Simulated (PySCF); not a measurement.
SMILES CCc1c(cccc1)O at its GFN2-xTB optimised geometry (Å):

```
19

C      3.0426     0.4340     1.4297
C      2.5032     0.5005     0.0000
C      1.0017     0.5005     0.0000
C      0.2795     1.6827     0.0000
C     -1.1047     1.6853     0.0345
C     -1.7900     0.4852     0.0689
C     -1.0894    -0.7078     0.0696
C      0.2985    -0.7077     0.0400
O      1.0081    -1.8740     0.0425
H      2.7076    -0.4804     1.9125
H      2.6854     1.2825     2.0098
H      4.1300     0.4466     1.4262
H      2.8628    -0.3659    -0.5569
H      2.8693     1.4071    -0.4858
H      0.8167     2.6199    -0.0304
H     -1.6447     2.6200     0.0329
H     -2.8693     0.4714     0.0937
H     -1.6211    -1.6510     0.0948
H      0.3967    -2.6200     0.0481
```

Computed with PBE/def2-SVP run with PySCF 2.14.0.

Map of the HOMO amplitude (bohr^(-3/2)) on the plane z = 0.8 Å; orbital energy -5.22 eV, overall sign arbitrary:

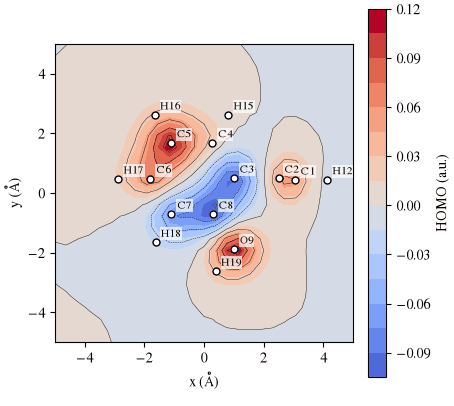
Fig. 1. HOMO amplitude (bohr^(-3/2)) on the plane z = 0.8 Å.
